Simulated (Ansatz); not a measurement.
**GaH₃Si₂Zn (triplet): density, localisation and related maps**

```tsv
atom	x (Å)	y (Å)	z (Å)
Ga	0.4722	-1.7678	-0.6325
Si	-2.1777	0.1676	-0.7712
Si	-1.8239	-2.1763	-1.3412
Zn	-2.4894	-2.6984	1.2280
H	-1.0559	0.8961	-0.0682
H	-2.4547	0.9438	-2.0304
H	-3.3739	0.3148	0.1330
```

Geometry: BLYP-D3(BJ)/def2-SVP.

Level of theory: isolated molecule in a Gaussian basis; Kohn-Sham density functional theory, functional PBE0 in Ansatz.

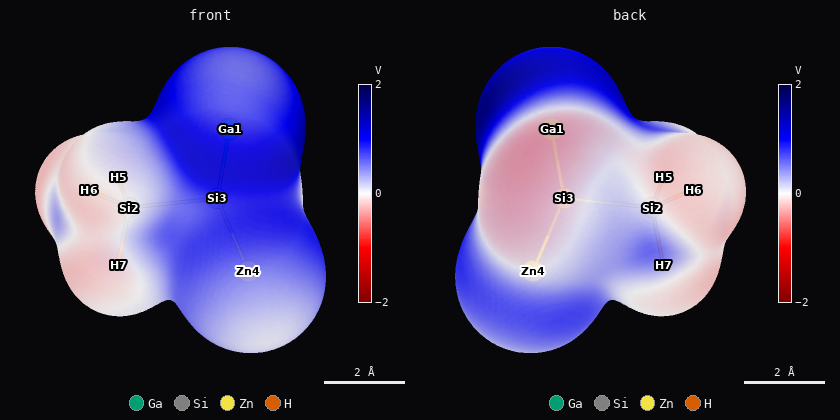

Figure 1. The molecular electrostatic potential painted on the density surface at 0.002 e/bohr³, seen from the front and from behind; red is negative and blue positive.

### Describe the electrostatic potential map.

The most negative region (about −0.3 V, or −7 kcal/mol for a unit charge) lies over H6, the most positive (about +1.7 V, or +39 kcal/mol for a unit charge) over Ga1.

### What dipole moment does the calculation give?

Its dipole moment is 1.92 D.

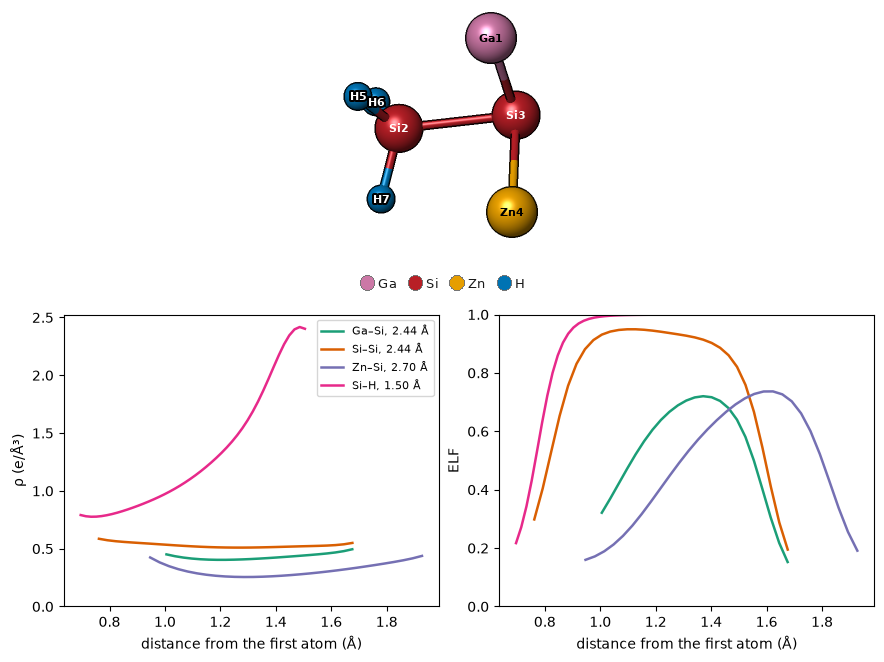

Figure 2. Total electron density and electron localisation function along straight lines between neighbouring atoms. The curves leave out the atomic cores. The structure is drawn too.

### What can be read from the curves?

Ga–Si (2.44 Å): ρ is about 0.4 e/Å³ halfway; the ELF peaks at about 0.70 in the valence shell of Si, 1.1 Å from its nucleus, and is about 0.65 at the midpoint.
Si–Si (2.44 Å): the density is about 0.51 e/Å³ at the midpoint; the ELF peaks at about 0.95 between the atoms, as expected for localised, covalent bonding.
Zn–Si (2.70 Å): ρ at the midpoint is about 0.26 e/Å³; the ELF peaks at about 0.75 in the valence shell of Si, 1.1 Å from its nucleus, and is about 0.55 at the midpoint.
Si–H (1.50 Å): the density is about 0.78 e/Å³ at the midpoint; the ELF climbs to about 1 towards the hydrogen, as it does in any bond to H.

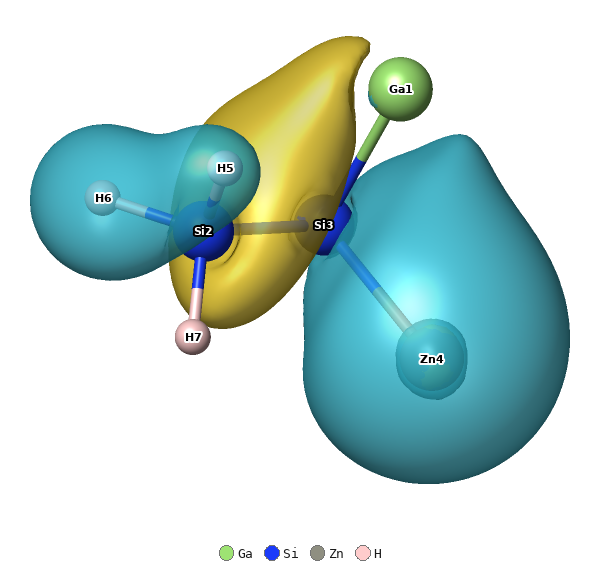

Figure 3. The HOMO−1 (β) at ±0.06 Å⁻³ᐟ² (yellow and cyan are the two phases), seen at a tilt.

### Describe this orbital and give its energy.

It lies mainly on Zn4 (about 40 %), Si3 (about 30 %), Si2 (about 15 %) and Ga1 (about 5 %). Its energy is −7.14 eV.
